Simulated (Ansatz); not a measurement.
## Profile along the P–In line in InP (zinc blende)

InP (zinc blende)

```xyz
2
Lattice="0.0000 2.9394 2.9394 2.9394 0.0000 2.9394 2.9394 2.9394 0.0000" Properties=species:S:1:pos:R:3 pbc="T T T"
P      4.4091     4.4091     4.4091
In     0.0000     0.0000     0.0000
```

Fields along a shortest P–In line of a {110} plane (2.55 Å), from P to In, interpolated on the slice's grid (step about 0.2 Å). All values below come from PBEsol (plane waves to 420 eV, PAW, scalar-relativistic; Ansatz, a program for electronic structure). k mesh 10×10×10. These are valence fields of a PAW run, semicore shells included where kept as valence: close to a nucleus they are smooth pseudo fields. InP was relaxed with its symmetry unable to fall. The PAW data are Ansatz's earlier set.

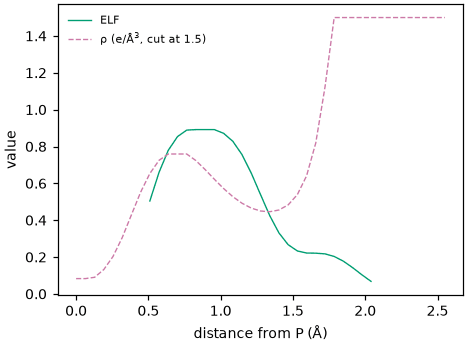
ELF (away from the nuclei) and valence density from P to In.

Density on the P–In line (2.55 Å) at its density minimum, 1.3 Å from P: 0.45 e/Å³. ELF at that point: 0.43. ELF maximum in the middle third of the P–In line: 0.89, 1.0 Å from P.
